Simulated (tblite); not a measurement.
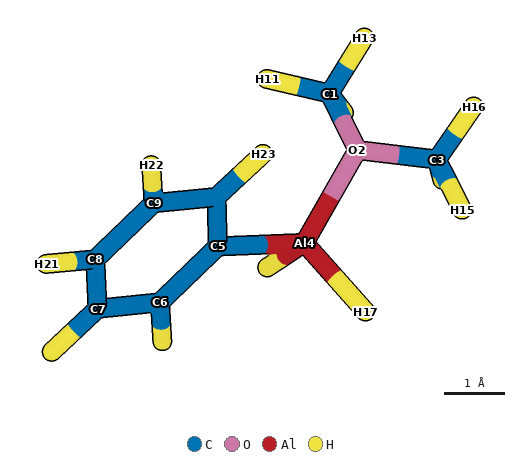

*The input geometry (stick view, seen at a tilt; atoms are numbered from 1 in the order of the input). Sticks mark near contacts.*

Bond lengths as drawn: Al–C 1.99 Å, Al–H 1.58 to 1.61 Å, Al–O 1.81 Å, C–C 1.38 to 1.41 Å, C–H 1.08 to 1.13 Å and C–O 1.38 Å.

# Geometry relaxation, with input and output: C8H13AlO (part 1 of 2)

- system: C8H13AlO
- method: GFN2-xTB geometry optimisation, gas phase (tblite 0.8.0)

It belongs to a series of runs on one base structure; here: H on Al replaced by Ph.

### The input
```
{"job": {"kind": "relax", "xc": "GFN2-xTB", "basis": "xTB"}, "charge": 0, "multiplicity": 1}
C     -2.663600    -0.837600     0.312200
O     -2.012200     0.371800     0.202900
C     -2.981700     1.327900    -0.048600
Al    -0.652700     0.434400    -0.992400
C      1.113100    -0.009300    -0.198600
C      2.076700    -0.422400    -1.105400
C      3.347300    -0.739400    -0.621400
C      3.604100    -0.634300     0.739000
C      2.627000    -0.224200     1.641600
C      1.349500     0.098600     1.151800
H     -2.027800    -1.699300     0.519900
H     -3.276000    -1.001300    -0.626400
H     -3.423600    -0.764800     1.141800
H     -3.487500     1.052700    -1.006700
H     -2.511300     2.320700    -0.264000
H     -3.713400     1.469000     0.774500
H     -0.534900     1.944000    -1.538500
H     -0.835600    -0.502500    -2.257600
H      1.868200    -0.497300    -2.175000
H      4.112000    -1.065400    -1.309400
H      4.594600    -0.885700     1.125100
H      2.839200    -0.144200     2.698500
H      0.583700     0.435500     1.847000
```

The first line tells a small driver script what to run in tblite; the rest is the geometry in Å.

Launch command:
```bash
OMP_NUM_THREADS=1 python <driver script> task.json out
```

### What the program printed
```
step      E/eV     max force
  0    -784.86096    2.994
  1    -785.17255    2.061
  2    -785.31872    1.235
  3    -785.42707    0.642
  4    -785.50082    0.629
  5    -785.53915    0.523
  6    -785.57373    0.496
  7    -785.60598    0.456
  8    -785.63438    0.398
  9    -785.65324    0.372
 10    -785.67033    0.376
 11    -785.69006    0.319
 12    -785.70719    0.289
 13    -785.71954    0.296
 14    -785.72910    0.254
 15    -785.73637    0.180
 16    -785.74113    0.155
 17    -785.74478    0.152
 18    -785.74801    0.153
 19    -785.75165    0.153
 20    -785.75662    0.162
 21    -785.76317    0.207
 22    -785.77077    0.189
 23    -785.77949    0.196
 24    -785.78906    0.188
 25    -785.79753    0.171
 26    -785.80539    0.215
 27    -785.81296    0.223
 28    -785.81876    0.155
 29    -785.82258    0.121
 30    -785.82545    0.152
 31    -785.82904    0.194
 32    -785.83319    0.148
 33    -785.83609    0.248
 34    -785.83980    0.119
 35    -785.84306    0.112
 36    -785.84673    0.178
 37    -785.85124    0.179
 38    -785.85552    0.176
 39    -785.85848    0.166
 40    -785.86079    0.132
 41    -785.86331    0.110
 42    -785.86620    0.151
 43    -785.86931    0.172
 44    -785.87249    0.158
 45    -785.87539    0.132
 46    -785.87739    0.154
 47    -785.87957    0.102
 48    -785.88100    0.090
 49    -785.88201    0.065
 50    -785.88296    0.077
 51    -785.88381    0.077
 52    -785.88457    0.088
 53    -785.88541    0.095
 54    -785.88646    0.079
 55    -785.88766    0.072
 56    -785.88873    0.069
 57    -785.88955    0.062
 58    -785.89029    0.063
 59    -785.89107    0.064
 60    -785.89180    0.058
 61    -785.89240    0.055
 62    -785.89289    0.053
 63    -785.89334    0.044
 64    -785.89375    0.040
 65    -785.89411    0.043
 66    -785.89448    0.050
 67    -785.89496    0.050
 68    -785.89553    0.056
 69    -785.89627    0.060
 70    -785.89692    0.056
 71    -785.89748    0.057
 72    -785.89801    0.050
 73    -785.89862    0.060
 74    -785.89928    0.056
 75    -785.89990    0.044
 76    -785.90036    0.043
 77    -785.90070    0.040
 78    -785.90102    0.045
 79    -785.90138    0.046
 80    -785.90179    0.061
 81    -785.90216    0.055
 82    -785.90245    0.036
 83    -785.90272    0.037
 84    -785.90304    0.036
 85    -785.90347    0.048
 86    -785.90395    0.051
 87    -785.90446    0.043
 88    -785.90511    0.055
 89    -785.90592    0.063
 90    -785.90680    0.063
 91    -785.90762    0.075
 92    -785.90840    0.078
 93    -785.90936    0.078
 94    -785.91048    0.080
 95    -785.91147    0.083
 96    -785.91218    0.072
 97    -785.91276    0.057
 98    -785.91337    0.053
 99    -785.91407    0.075
100    -785.91488    0.071
101    -785.91583    0.076
102    -785.91646    0.074
103    -785.91687    0.044
104    -785.91705    0.024
105    -785.91716    0.024
106    -785.91729    0.028
107    -785.91746    0.025
108    -785.91765    0.028
109    -785.91779    0.027
110    -785.91793    0.028
111    -785.91813    0.025
112    -785.91841    0.030
113    -785.91872    0.032
114    -785.91900    0.032
115    -785.91929    0.037
116    -785.91960    0.038
117    -785.91989    0.038
118    -785.92008    0.022
119    -785.92018    0.017
120    -785.92022    0.014
121    -785.92028    0.017
122    -785.92034    0.017
123    -785.92043    0.025
124    -785.92053    0.025
125    -785.92066    0.027
126    -785.92080    0.023
127    -785.92090    0.024
128    -785.92097    0.026
129    -785.92103    0.018
130    -785.92108    0.018
131    -785.92114    0.022
132    -785.92119    0.022
133    -785.92124    0.019
134    -785.92130    0.015
135    -785.92139    0.021
136    -785.92150    0.027
137    -785.92165    0.029
138    -785.92181    0.029
139    -785.92200    0.031
140    -785.92220    0.030
141    -785.92239    0.027
142    -785.92255    0.027
143    -785.92269    0.023
144    -785.92284    0.023
145    -785.92299    0.021
146    -785.92314    0.028
147    -785.92331    0.027
148    -785.92350    0.036
149    -785.92372    0.037
150    -785.92395    0.033
151    -785.92412    0.027
152    -785.92425    0.026
153    -785.92434    0.024
154    -785.92443    0.024
155    -785.92451    0.015
156    -785.92456    0.014
157    -785.92460    0.013
158    -785.92464    0.020
159    -785.92469    0.019
160    -785.92475    0.019
161    -785.92484    0.023
162    -785.92495    0.024
163    -785.92510    0.032
164    -785.92528    0.035
165    -785.92551    0.034
166    -785.92578    0.036
167    -785.92616    0.049
168    -785.92670    0.077
169    -785.92743    0.094
170    -785.92802    0.072
171    -785.92857    0.087
172    -785.92954    0.060
173    -785.93014    0.057
174    -785.93069    0.056
175    -785.93115    0.036
176    -785.93159    0.031
177    -785.93186    0.034
178    -785.93206    0.037
179    -785.93226    0.024
180    -785.93243    0.029
181    -785.93255    0.022
182    -785.93268    0.028
183    -785.93284    0.031
184    -785.93298    0.034
185    -785.93313    0.029
186    -785.93327    0.026
187    -785.93339    0.019
188    -785.93346    0.018
189    -785.93349    0.029
190    -785.93355    0.012
191    -785.93358    0.010
192    -785.93361    0.008
```

### Trajectory as extended XYZ (Å, eV, eV/Å), 10 of the 193 frames kept, from step=0 to step=192
```
23
Properties=species:S:1:pos:R:3:forces:R:3 step=0 energy=-784.86096
C    -2.6636   -0.8376    0.3122   -2.1290  -1.2240   0.2390
O    -2.0122    0.3718    0.2029    0.1490   0.1960   0.4640
C    -2.9817    1.3279   -0.0486   -0.7070   1.9010  -1.0140
Al   -0.6527    0.4344   -0.9924    2.3110   0.5870  -1.8110
C     1.1131   -0.0093   -0.1986   -1.9930   0.0370  -0.5850
C     2.0767   -0.4224   -1.1054    1.1010  -0.2430   0.4950
C     3.3473   -0.7394   -0.6214   -0.5670   0.1970  -0.1410
C     3.6041   -0.6343    0.7390    0.1750  -0.0490   0.4140
C     2.6270   -0.2242    1.6416   -0.4730   0.1770  -0.5440
C     1.3495    0.0986    1.1518    1.7770  -0.4000   0.9370
H    -2.0278   -1.6993    0.5199    0.3170   0.2940  -0.2260
H    -3.2760   -1.0013   -0.6264    0.6490  -0.2970   0.6810
H    -3.4236   -0.7648    1.1418    0.5590  -0.1760  -0.3720
H    -3.4875    1.0527   -1.0067   -0.1580   0.2510   0.6220
H    -2.5113    2.3207   -0.2640   -0.0140  -0.6920   0.3160
H    -3.7134    1.4690    0.7745    0.3620  -0.3300  -0.3230
H    -0.5349    1.9440   -1.5385   -0.5650  -0.0700   0.3330
H    -0.8356   -0.5025   -2.2576   -0.6600  -0.1530   0.3200
H     1.8682   -0.4973   -2.1750   -0.1600   0.0740   0.4510
H     4.1120   -1.0654   -1.3094    0.1690  -0.0270   0.0540
H     4.5946   -0.8857    1.1251   -0.2520   0.0530  -0.1640
H     2.8392   -0.1442    2.6985    0.1210  -0.0470   0.0020
H     0.5837    0.4355    1.8470   -0.0130  -0.0610  -0.1480
23
Properties=species:S:1:pos:R:3:forces:R:3 step=21 energy=-785.76317
C    -2.6662   -0.8811    0.2606   -0.0010   0.0330  -0.0190
O    -2.1375    0.3769   -0.1042    0.2000   0.0330  -0.0400
C    -3.0730    1.4335   -0.1326   -0.0240  -0.0260   0.0300
Al   -0.5479    0.4869   -1.1942   -0.0570  -0.1170  -0.0750
C     1.0647   -0.0571   -0.1305   -0.0700   0.0460  -0.0380
C     2.0863   -0.4601   -1.0069   -0.0260   0.0230   0.0490
C     3.3673   -0.7515   -0.5714   -0.0710  -0.0070   0.0210
C     3.6680   -0.6423    0.7788   -0.0300  -0.0760  -0.0070
C     2.6875   -0.2425    1.6762   -0.0010  -0.0340  -0.0590
C     1.4109    0.0512    1.2247    0.0450  -0.0230  -0.0440
H    -1.8211   -1.5501    0.4189    0.0520   0.0430  -0.0210
H    -3.2926   -1.2924   -0.5315   -0.0750   0.0130  -0.0820
H    -3.2558   -0.7972    1.1760    0.0420   0.0050   0.0980
H    -3.7513    1.3352   -0.9801   -0.0850  -0.0330  -0.0440
H    -2.4918    2.3477   -0.2436   -0.0600  -0.0030  -0.0130
H    -3.6457    1.4587    0.7943   -0.0400   0.0410   0.1270
H    -0.7083    1.9932   -1.5823    0.0700   0.0980   0.0300
H    -1.1070   -0.4963   -2.2972    0.1600  -0.0660   0.0060
H     1.8457   -0.5390   -2.0669   -0.0130  -0.0170   0.1020
H     4.1239   -1.0698   -1.2815   -0.0380   0.0530   0.1130
H     4.6631   -0.8855    1.1306   -0.0520   0.0520  -0.0010
H     2.9172   -0.1677    2.7334    0.0260   0.0140  -0.0820
H     0.6587    0.3763    1.9396    0.0510  -0.0500  -0.0510
23
Properties=species:S:1:pos:R:3:forces:R:3 step=43 energy=-785.86931
C    -2.5202   -0.8112    0.1715    0.0030  -0.0160  -0.0190
O    -2.1605    0.4614   -0.3137    0.0650   0.0270   0.0650
C    -3.1583    1.4415   -0.1284    0.0230  -0.0050  -0.0030
Al   -0.5127    0.5054   -1.2471    0.1090   0.0440   0.1020
C     0.9834   -0.0943   -0.0486    0.0140   0.0330  -0.0100
C     1.9844   -0.5062   -0.9418    0.0170   0.0360  -0.0060
C     3.2807   -0.7790   -0.5457   -0.0040   0.0010   0.0160
C     3.6252   -0.6544    0.7906   -0.0610  -0.0210   0.0320
C     2.6611   -0.2731    1.7111   -0.0620   0.0270  -0.0050
C     1.3682    0.0010    1.2954   -0.0280   0.0480  -0.0270
H    -1.6420   -1.4448    0.0502    0.0280  -0.0460  -0.0530
H    -3.3519   -1.2151   -0.4070   -0.0680  -0.0840  -0.0010
H    -2.7922   -0.7666    1.2290    0.0030   0.0290   0.0330
H    -4.0314    1.2270   -0.7505   -0.0150  -0.0060   0.0170
H    -2.7205    2.3927   -0.4268    0.0030  -0.0180  -0.0320
H    -3.4577    1.4825    0.9226   -0.0020   0.0440   0.0080
H    -0.6569    2.0202   -1.6466    0.0190  -0.0020   0.0310
H    -0.8253   -0.5568   -2.3438   -0.0770  -0.0830  -0.1290
H     1.7057   -0.6076   -1.9892    0.0260   0.0250  -0.0050
H     4.0288   -1.0693   -1.2717   -0.0130  -0.0340   0.0020
H     4.6366   -0.8600    1.1168   -0.0380   0.0280  -0.0250
H     2.9257   -0.1692    2.7565   -0.0090  -0.0440  -0.0270
H     0.6252    0.3029    2.0273    0.0690   0.0170   0.0370
23
Properties=species:S:1:pos:R:3:forces:R:3 step=64 energy=-785.89375
C    -2.4839   -0.8443    0.1644   -0.0020  -0.0150   0.0150
O    -2.1446    0.4322   -0.3298   -0.0110  -0.0120  -0.0010
C    -3.1315    1.4180   -0.1270   -0.0190   0.0140  -0.0040
Al   -0.5055    0.5372   -1.2670   -0.0250   0.0000  -0.0240
C     0.9739   -0.0311   -0.0509    0.0370  -0.0090  -0.0080
C     1.9702   -0.4640   -0.9386    0.0280  -0.0020  -0.0130
C     3.2503   -0.7889   -0.5324    0.0060   0.0020   0.0120
C     3.5787   -0.6892    0.8098    0.0110   0.0170  -0.0040
C     2.6232   -0.2720    1.7230    0.0030  -0.0030  -0.0170
C     1.3468    0.0522    1.2959    0.0070   0.0070   0.0110
H    -1.6497   -1.5003   -0.0935   -0.0190   0.0210   0.0190
H    -3.3987   -1.2160   -0.3074    0.0250   0.0250   0.0090
H    -2.6139   -0.8213    1.2510    0.0090   0.0090  -0.0270
H    -4.0648    1.1417   -0.6261   -0.0010  -0.0210   0.0240
H    -2.7417    2.3315   -0.5740    0.0130   0.0050   0.0280
H    -3.3168    1.5738    0.9402    0.0100  -0.0150  -0.0190
H    -0.6312    2.0593   -1.6350   -0.0340  -0.0040  -0.0080
H    -0.8436   -0.5174   -2.3865    0.0180   0.0070  -0.0220
H     1.7004   -0.5373   -1.9909    0.0120  -0.0040  -0.0110
H     3.9950   -1.1053   -1.2524   -0.0260  -0.0060   0.0290
H     4.5809   -0.9254    1.1409   -0.0160  -0.0130   0.0120
H     2.8852   -0.1903    2.7710   -0.0260  -0.0130  -0.0270
H     0.6167    0.3841    2.0255   -0.0030   0.0110   0.0280
```
